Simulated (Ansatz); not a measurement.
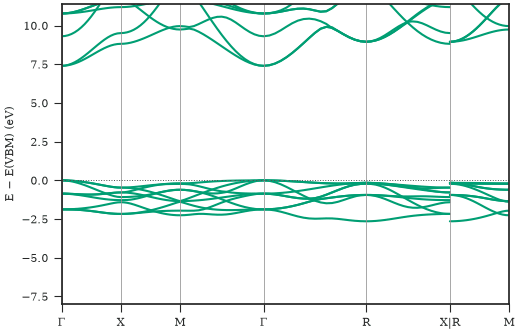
Figure: Band structure from r²SCAN (plane waves, PAW; program Ansatz)

Q: Read off the gap and where the band edges lie.

A: About 7.4 eV (7.40 eV by a search for the band edges); maximum at Γ, minimum at Γ.

The material is BaLiF$_{3}$ (cubic perovskite, space group No. 221).

Space group Pm-3m (cubic perovskite). The workflow started from a Materials Project entry (that database holds measured and hypothetical structures alike); the Crystallography Open Database copy checked does not list it. Whether it is the stable phase at ambient conditions was not checked. Symmetry was held in the r²SCAN relaxation; whether a distortion lowers the energy is not shown. Scalar-relativistic: spin–orbit coupling is off unless named, which matters more the heavier the elements.

Potentials: the later of the program's two PAW sets.
